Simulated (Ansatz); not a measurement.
ClH4NSi···HCl

Input

```
crystal:
  periodic: [false, false, false]
  atoms:
    - {symbol: Si, position_ang: [-0.638797, 0.890214, -0.126721]}
    - {symbol: Cl, position_ang: [0.282043, -2.931227, -0.907557]}
    - {symbol: H, position_ang: [-0.510125, 0.991532, -1.593168]}
    - {symbol: H, position_ang: [-1.899928, 0.266670, 0.318284]}
    - {symbol: Cl, position_ang: [-0.599752, 2.804716, 0.627687]}
    - {symbol: H, position_ang: [0.445971, -1.751735, -0.340449]}
    - {symbol: N, position_ang: [0.659388, -0.101365, 0.441202]}
    - {symbol: H, position_ang: [0.667008, -0.326152, 1.427791]}
    - {symbol: H, position_ang: [1.594193, 0.157546, 0.153032]}
basis:
  gaussian: {orbitals: def2-TZVPP}
hamiltonian: {xc: pbe0, dispersion: d4}
output: {orbitals: {seedname: orbitals}}
```

Run with:

```sh
ansatz run in.yaml --threads 4 --pin off --events-out ev --progress --plain --max-ram 9574MiB
```

The product side of a reaction path; geometry: PBE0-D4/def2-TZVP.

Level of theory: RKS PBE0-D4/def2-TZVPP in Ansatz.

Q: What can the converged electron density and electron localisation function tell about the bonding?

A: N7···H6 (1.84 Å): the density falls to about 0.29 e/Å³ on the way; the ELF dips to about 0.30 between them.
Si–N (1.73 Å): the density is about 1.1 e/Å³ at the midpoint; the ELF peaks at about 0.90 between the atoms (a shared but strongly polarised pair).
Si–Cl (2.06 Å): ρ at the midpoint is about 0.9 e/Å³; the ELF peaks at about 0.85 between the atoms; a polar covalent bond.
Cl–H (1.32 Å): the density is about 1.9 e/Å³ at the midpoint; the ELF climbs to about 1 towards the hydrogen, as it does in any bond to H.

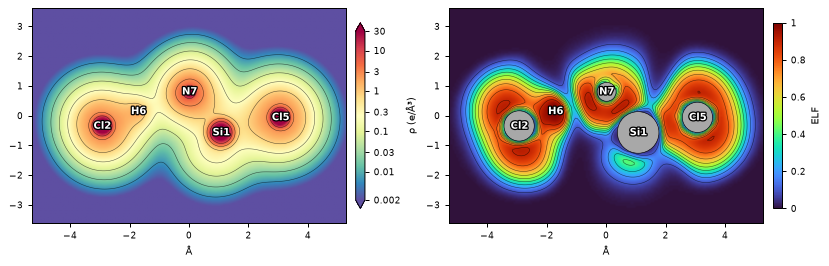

Computed electron density and electron localisation function on the plane of atoms Cl5, Si1 and N7, in this order. Grey discs cover the atomic cores in the ELF map. 
